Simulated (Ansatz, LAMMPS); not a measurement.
# Structural relaxation of aqueous Mg2+ and SO4 2-, 1.6 mol of salt per kg of water, from a frame at 330 K (111 atoms)

Aim: bring aqueous Mg2+ and SO4 2-, 1.6 mol of salt per kg of water, from a frame at 330 K (111 atoms) to a nearby minimum of the energy and see what moves.

Main program and level: Ansatz 0.2.0; Kohn-Sham DFT, RPBE+D4, PAW (set soft_2), plane waves.

## Step 1: Set-up

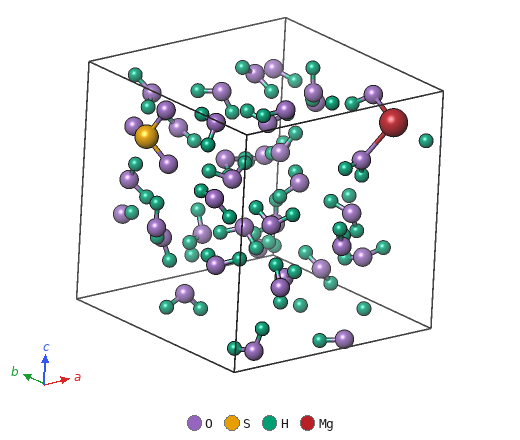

The cell as given, slightly off an axis (oxygen purple, sulfur orange, hydrogen teal, magnesium red). Bonds to atoms that aren't drawn are left out. Some periodic images of atoms are drawn too.

The cell holds 111 atoms: 39 O, 1 S, 70 H and 1 Mg. Cell: a = 10.165 Å, b = 10.165 Å, c = 10.165 Å, α = 90.0°, β = 90.0°, γ = 90.0°. 35 H2O, 1 Mg2+, 1 SO4 2- placed at random, at 1.19 g/cm³; overlaps pushed apart, then 10 ps at 420 K with divalent ions of Li, Roberts, Chakravorty and Merz (J. Chem. Theory Comput. 9, 2733 (2013)); MMFF94 bonds, angles, torsions, charges and radii (Halgren, J. Comput. Chem. 17, 490 (1996)) in harmonic and 12-6 forms; SPC/E water (Berendsen, Grigera and Straatsma, J. Phys. Chem. 91, 6269 (1987)); charges of ions scaled by 0.85. Snapshot after 20 ps at 330 K and fixed volume.

Before any run, some limits are plain. The network of contacts between molecules at the start is that of the classical potential that made the cell. The density was typed from a rule of thumb and may lie off the real one at this temperature. Only the Γ point is sampled, in a cell whose shortest periodic width is 10 Å.

## Step 2: Single point at the start

A single point comes first, to see the forces before anything moves.

File input.yaml:

```yaml
crystal:
  lattice:
    - [10.16539, 0.0, 0.0]
    - [0.0, 10.16539, 0.0]
    - [0.0, 0.0, 10.16539]
  atoms:
    - { symbol: O, position: [0.86191, 0.62053, 0.7862] }
    - { symbol: S, position: [0.00589, 0.62628, 0.79802] }
    - { symbol: O, position: [0.05066, 0.56825, 0.91926] }
    - { symbol: O, position: [0.06742, 0.55601, 0.69214] }
    [... 101 atom lines left out ...]
    - { symbol: H, position: [0.44034, 0.18955, 0.28436] }
    - { symbol: H, position: [0.43056, 0.25453, 0.13777] }
    - { symbol: O, position: [0.67214, 0.0906, 0.74209] }
    - { symbol: H, position: [0.57631, 0.07239, 0.72933] }
    - { symbol: H, position: [0.70959, 0.12858, 0.65943] }
    - { symbol: Mg, position: [0.76787, 0.01882, 0.904] }
kpoints:
  mp_grid: { grid: [1, 1, 1] }
hamiltonian:
  xc: rpbe
  dispersion: d4
scf:
  occupations: { method: fixed }
output:
  forces: true
  stress: true
  populations: true
  dos:
    method: { smearing: { sigma: 0.08 } }
    de: 0.1
    projected: { site_lists: { H: [H], Mg: [Mg], O: [O], S: [S] } }
  eigenvalues: true
```

The run is started by

```
$ ansatz run input.yaml --threads 4 --pin off --max-ram 8192MiB --backend cpu --events-out ev --progress --plain --runs-dir out
```

Wall time 17 s (4 threads of Arm Neoverse V1, shared host); peak memory 1.2 GiB; 58 s of CPU time.

The run gave:

| Quantity | Value |
| --- | --- |
| free energy | -26174.3558 eV |
| free energy per atom | -235.8050 eV/atom |
| SCF cycles | 9 |
| pressure | -0.6275 GPa |
| r.m.s. force component | 0.6497 eV/Å |
| longest force | 3.553 eV/Å |
| Fermi energy | -1.615 eV |
| gap (highest filled to lowest empty level) | 4.668 eV |
| spilling of the projection | 0.01159 |

The r.m.s. force component of 0.65 eV/Å and the pressure of -0.63 GPa set the starting point.

Neighbours are counted within 1.21 Å (H-O), 2.52 Å (O-Mg), 1.88 Å (O-S).

Length of the force by element and coordination:

```
element  coordination  atoms  mean length of the force (eV/Å)  spread  least   most
      H           all     70                             1.03   0.327  0.302   1.61
     Mg           all      1                            0.748       0  0.748  0.748
      O           all     39                            0.991   0.721  0.321   3.55
      O             1      4                             2.82   0.782   1.53   3.55
      O             2     29                            0.767   0.293  0.321   1.27
      O             3      6                            0.860   0.283  0.534   1.27
      S           all      1                            0.560       0  0.560  0.560
```

## Step 3: Relaxation

With the cell held, the atoms are moved downhill towards a nearby minimum.

input.yaml, the sections that differ from step 2:

```yaml
output:
  forces: true
relax:
  f_tol: 0.03
  max_steps: 200
# crystal, kpoints, hamiltonian, scf: as in step 2
```

Wall time 5.6 min (4 threads); peak memory 1.1 GiB.

The steps of the relaxation (22 of 37):

```
step  energy less that of the first step (eV)  largest force component (eV/Å)
   1                                   0.0000                          3.1546
   3                                  -4.4182                          0.9930
   4                                  -5.0346                          0.6798
   6                                  -5.6494                          1.1844
   8                                  -5.8870                          0.1566
  10                                  -5.9505                          0.3446
  11                                  -6.0007                          0.0551
  13                                  -6.0255                          0.4164
  15                                  -6.0552                          0.3013
  16                                  -6.0735                          0.2000
  18                                  -6.0967                          0.5559
  20                                  -6.1283                          0.1430
  22                                  -6.1380                          0.1080
  23                                  -6.1408                          0.0744
  25                                  -6.1450                          0.0322
  27                                  -6.1506                          0.0669
  28                                  -6.1558                          0.2654
  30                                  -6.1848                          0.2416
  32                                  -6.2521                          0.1315
  34                                  -6.2687                          0.2416
  35                                  -6.2741                          0.0705
  37                                  -6.2777                          0.0271
```

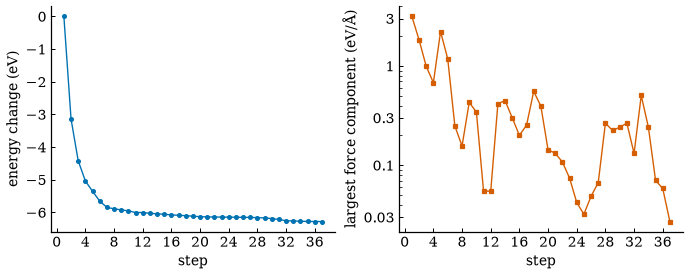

Energy and largest force along the relaxation.

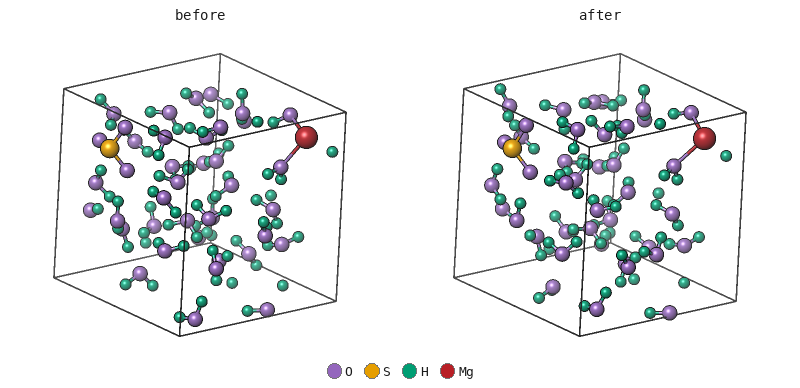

Before and after, at one scale. Bonds to atoms that aren't drawn are left out.

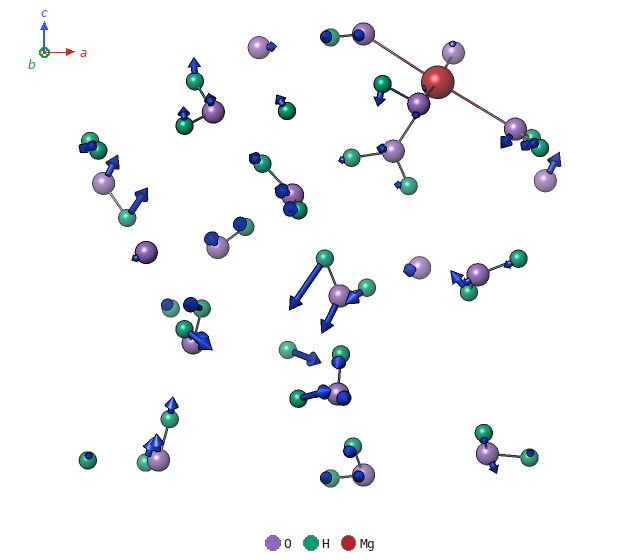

Displacements in the relaxation, scaled; the longest in the cell stands for 1.80 Å. Drawn is a slice 4 Å thick, seen along the normal of the ac plane. Bonds to atoms that aren't drawn are left out.

The atoms that moved most (Å):

```
atom      dx      dy      dz  length
 H37  -0.993   0.218  -1.480   1.795
 H59   0.822  -1.309   0.352   1.585
 H85  -0.497  -1.338   0.261   1.451
 O48   0.643   0.983  -0.288   1.209
 H94   0.583   0.597   0.751   1.122
H106   0.927   0.486  -0.395   1.119
 H86   0.690  -0.623  -0.496   1.053
 O36  -0.456   0.065  -0.943   1.049
```

The relaxation changed the energy by -56.6 meV/atom, and atoms moved by 0.63 Å r.m.s., 1.8 Å at most.

## Step 4: Local order after relaxation

Bonds before and after, by the cutoffs listed below:

```
pair  bonds before  bonds after  mean before (Å)  mean after (Å)  spread before (Å)  spread after (Å)
 H-O            70           70            1.000           0.986              0.000             0.007
O-Mg             6            6            2.078           2.096              0.028             0.031
 O-S             4            4            1.446           1.503              0.014             0.007
```

Density 1.19 g/cm³, 9.463 Å³ an atom.

Pair distribution functions g(r), in bins of 0.2 Å:

```
r (Å)  total   H-H    H-O  H-Mg   H-S   O-O   O-Mg
 0.90   4.85  0.00  10.95  0.00  0.00  0.00   0.00
 1.10   0.13  0.00   0.29  0.00  0.00  0.00   0.00
 1.30   0.00  0.00   0.00  0.00  0.00  0.00   0.00
 1.50   0.99  2.18   0.00  0.00  0.00  0.00   0.00
 1.70   0.70  0.26   1.35  0.00  0.00  0.00   0.00
 1.90   0.67  0.04   1.47  0.00  0.00  0.00   0.00
 2.10   0.61  1.01   0.25  0.00  0.00  0.00  14.70
 2.30   0.61  1.50   0.03  0.00  0.00  0.00   0.00
 2.50   0.53  1.17   0.00  0.00  0.00  0.55   0.00
 2.70   0.73  0.53   0.10  9.63  1.55  2.79   0.00
 2.90   1.00  0.85   0.79  0.00  3.54  2.25   0.00
 3.10   1.12  0.69   1.72  0.00  1.90  0.52   0.00
 3.30   1.17  0.72   1.86  0.00  0.53  0.40   0.00
 3.50   1.09  1.16   1.16  0.00  0.98  0.85   0.00
 3.70   1.14  1.29   1.09  0.00  0.00  0.96   0.00
 3.90   1.14  1.25   1.00  0.00  1.19  1.23   0.00
 4.10   1.10  1.19   0.97  1.05  1.04  1.25   2.49
 4.30   1.12  1.06   1.14  0.65  1.91  1.07   3.96
 4.50   1.03  0.98   1.06  2.08  1.74  1.10   0.00
 4.70   1.03  1.06   0.96  2.20  0.56  1.11   1.92
 4.90   0.94  0.90   0.96  2.00  0.49  0.94   0.44
```

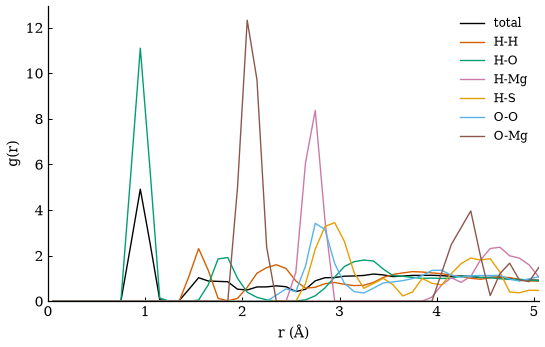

Pair distribution functions, lightly smoothed.

Bonds by pair of elements; cutoffs follow the first minimum of g(r), held within bounds set by covalent radii, and pairs that aren't listed don't count as bonded:

```
pair A-B  cutoff (Å)  bonds  mean length (Å)  spread (Å)  shortest (Å)  B about A  A about B
     H-O        1.21     70            0.986       0.007         0.971          1       1.79
    O-Mg        2.52      6             2.10       0.031          2.06      0.154          6
     O-S        1.93      4             1.50       0.007          1.49      0.103          4
```

How many atoms have how many bonded neighbours:

```
element  mean   1   2  3  4  6
      H     1  70   0  0  0  0
     Mg     6   0   0  0  0  1
      O  2.05   4  29  6  0  0
      S     4   0   0  0  1  0
```

Bond angles, per cent of each kind in bins of 5°:

```
angle (°)  H-O-H  O-Mg-O  H-O-Mg
    80–85    0.0     6.7     0.0
    85–90    0.0    40.0     0.0
    90–95    0.0    20.0     0.0
   95–100    0.0     6.7     0.0
  100–105   54.3     6.7     0.0
  105–110   45.7     0.0     0.0
  110–115    0.0     0.0     8.3
  115–120    0.0     0.0    41.7
  120–125    0.0     0.0    25.0
  125–130    0.0     0.0    25.0
  130–135    0.0     0.0     0.0
  135–140    0.0     0.0     0.0
  140–145    0.0     0.0     0.0
  145–150    0.0     0.0     0.0
  150–155    0.0     0.0     0.0
  155–160    0.0     0.0     0.0
  160–165    0.0     0.0     0.0
  165–170    0.0     6.7     0.0
  170–175    0.0    13.3     0.0
```

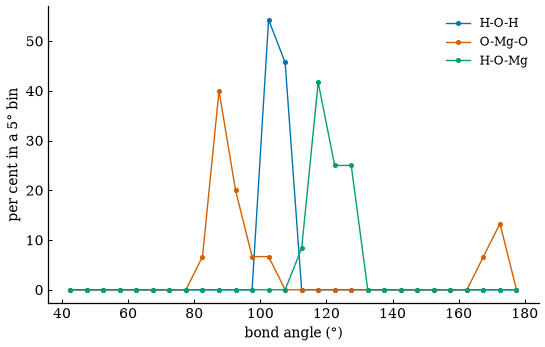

Distributions of the most common bond angles.

Bond angles (no mean is given where the spread exceeds 20°):

```
 angle  count  mean (°)  spread (°)
 H-O-H     35       105         2.3
O-Mg-O     15         -           -
H-O-Mg     12       121         4.6
 O-S-O      6       110         0.7
```

Hydrogen bonds between water molecules (O–O under 3.5 Å, H–O···O angle under 30°):

```
hydrogen bonds to other water  molecules
                            0          0
                            1          2
                            2          4
                            3         13
                            4         15
                            5          1
```

First shells of the ions:

```
ion  count                 shell  mean number
 Mg      1  water O within 2.8 A            6
```

Bond length by coordination (bonds to H left out):

```
element  coordination  atoms  mean bond length (Å)
      O             1      4                  1.50
      O             3      6                  2.10
```

Counting bonds as in the table, all H atoms have 1, all Mg atoms have 6, 74 % of O atoms have 2 and all S atoms have 4 bonded neighbours. The H-O-H angle averages 105° with a spread of 2°. The 35 water molecules hold 3.26 hydrogen bonds each to other water on average, with a mean O–O distance of 2.81 Å. Ion shells in this frame: Mg 6.0 (water O within 2.8 Å).

## Step 5: Single point at the relaxed geometry

The electronic structure is read at the final geometry, in a run of its own.

File input.yaml:

```yaml
crystal:
  lattice:
    - [10.16539, 0.0, 0.0]
    - [0.0, 10.16539, 0.0]
    - [0.0, 0.0, 10.16539]
  atoms:
    - { symbol: O, position: [0.86301, 0.62113, 0.79334] }
    - { symbol: S, position: [0.01059, 0.61163, 0.80277] }
    - { symbol: O, position: [0.04778, 0.55796, 0.93443] }
    - { symbol: O, position: [0.05783, 0.51975, 0.69588] }
    [... 101 atom lines left out ...]
    - { symbol: H, position: [0.53154, 0.2374, 0.24552] }
    - { symbol: H, position: [0.48341, 0.28326, 0.11128] }
    - { symbol: O, position: [0.64488, 0.11122, 0.7468] }
    - { symbol: H, position: [0.55699, 0.07636, 0.7243] }
    - { symbol: H, position: [0.68631, 0.12901, 0.66217] }
    - { symbol: Mg, position: [0.75786, 0.02086, 0.89924] }
kpoints:
  mp_grid: { grid: [1, 1, 1] }
hamiltonian:
  xc: rpbe
  dispersion: d4
scf:
  occupations: { method: fixed }
output:
  forces: true
  stress: true
  populations: true
  dos:
    method: { smearing: { sigma: 0.08 } }
    de: 0.1
    projected: { site_lists: { H: [H], Mg: [Mg], O: [O], S: [S] } }
  eigenvalues: true
  write_density: true
  write_potential: true
  volumetric_format: npy
  elf: true
```

Elapsed: 20 s, on 4 threads; peak memory 1.2 GiB.

The run gave:

```yaml
free_energy: -26180.6335 eV
free_energy_per_atom: -235.8616 eV/atom
scf_cycles: 9
pressure: 0.1017 GPa
r_m_s_force_component: 0.00448 eV/Å
longest_force: 0.03067 eV/Å
fermi_energy: -1.861 eV
spacing_of_highest_filled_and_lowest_empty_level: 5.1 eV
spilling_of_the_projection: 0.0117
```

Löwdin charges by element and coordination (they lack the spilled electrons, 0.034 e an atom on average):

```
element  coordination  atoms  mean charge (e)  spread   least    most
      H           all     70            0.391  0.0074   0.376   0.413
     Mg           all      1             1.63       0    1.63    1.63
      O           all     39           -0.711  0.0414  -0.797  -0.668
      O             1      4           -0.783  0.0073  -0.790  -0.771
      O             2     29           -0.687  0.0131  -0.725  -0.668
      O             3      6           -0.773  0.0147  -0.797  -0.753
      S           all      1             2.45       0    2.45    2.45
```

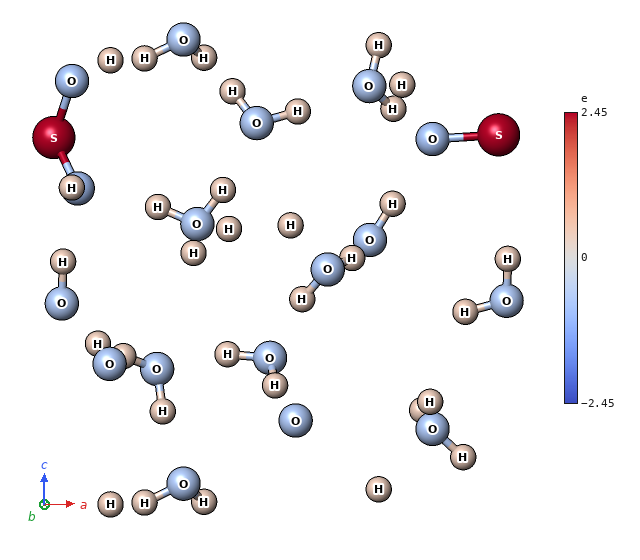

Atoms coloured by Löwdin charge. Drawn is a slice 4 Å thick, seen along the normal of the ac plane. Bonds to atoms that aren't drawn are left out.

Density of states as counts of states in windows of 1 eV (from the Fermi level), total and the larger projections:

```
from (eV)  to (eV)  total   O p   H s
      -14       -9    0.0   0.0   0.0
       -9       -8    2.0   0.9   0.2
       -8       -7    2.2   1.5   0.6
       -7       -6   53.0  36.7  14.9
       -6       -5   20.7  14.2   4.4
       -5       -4    6.0   4.5   0.6
       -4       -3   31.3  24.9   2.7
       -3       -2   31.0  26.4   1.4
       -2       -1   21.3  20.2   0.2
       -1        0   63.4  62.4   0.3
        0        1    3.3   3.2   0.0
        1        5    0.0   0.0   0.0
```

The curve was stored every 0.10 eV, coarse against its broadening of 0.08 eV, so these counts are rough.

With fixed occupations the program's Fermi level is the highest filled level; weight inside the gap is the broadening of levels at its edges.

Between -26 and -14 eV lie 78 more states.

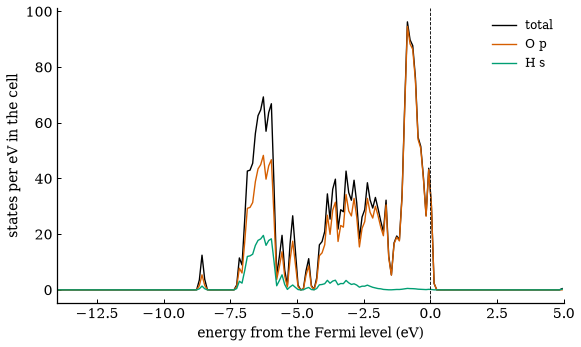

Total and projected density of states, with the broadening of the input.

The levels nearest the highest filled one (over half full), pooled over k-points and spins:

```
level less the highest filled one (eV)  occupation
                                -0.240           2
                                -0.181           2
                               -0.0556           2
                               -0.0379           2
                                -0.016           2
                                     0           2
                                  5.10           0
                                  6.74           0
                                  6.93           0
                                  7.01           0
                                  7.05           0
                                  7.20           0
```

Mean Löwdin charges: H +0.39, Mg +1.63, O -0.71, S +2.45 e (they miss 1.2 % of the electrons, so they add up to more than the cell's charge). The largest share in the top eV of filled states is O p (99 % of the projected weight), and in the lowest eV of empty states H s (68 % of the projected weight).

## Step 6: Results

```yaml
energy_change_in_the_relaxation: -56.56 meV/atom
r_m_s_displacement: 0.631 Å
largest_displacement: 1.795 Å
free_energy_per_atom: -235.8616 eV/atom
pressure: 0.1017 GPa
r_m_s_force_component: 0.00448 eV/Å
spacing_of_highest_filled_and_lowest_empty_level: 5.1 eV
wall_time_of_the_3_dft_runs: 6.2 min
```

What this shows: Relaxation lowers the energy by 56.6 meV/atom and moves atoms by 0.63 Å r.m.s.; the r.m.s. force component goes from 0.65 to 0.0045 eV/Å, the pressure goes from -0.63 to 0.10 GPa, and the gap from 4.67 to 5.10 eV. By the final cutoffs no bond was broken or made. From the first step to the last the energy fell by 6.278 eV, and the largest move was 1.80 Å (H37). The O-S bonds change most in mean length: from 1.446 Å (spread 0.014) to 1.503 Å (spread 0.007). Counting bonds as in the table, all H atoms have 1, all Mg atoms have 6, 74 % of O atoms have 2 and all S atoms have 4 bonded neighbours. The 35 water molecules hold 3.26 hydrogen bonds each to other water on average, with a mean O–O distance of 2.81 Å. Between filled and empty levels lie 5.10 eV (at Γ alone); a semilocal functional tends to put such gaps too low. In a disordered cell it changes from sample to sample and from frame to frame.

Caveats: The network of contacts between molecules at the start is that of the classical potential that made the cell; in DFT atoms moved by 0.63 Å r.m.s.

[Logs are printed without paths, hosts, clocks, repeated set-up lines and the standing remarks that a program may print on its own settings, such as how far it seeks lower states.]

[Hosts, paths, dates, database ids (printed as entryN), source tags and the programs' standing remarks are cut or masked in the printed files.]

[The MMFF94 radii named for the starting cell were scaled by 0.96; in molecules described by MMFF94, hydrogen bound to N, O or S took a small fixed 12-6 site in their place.]
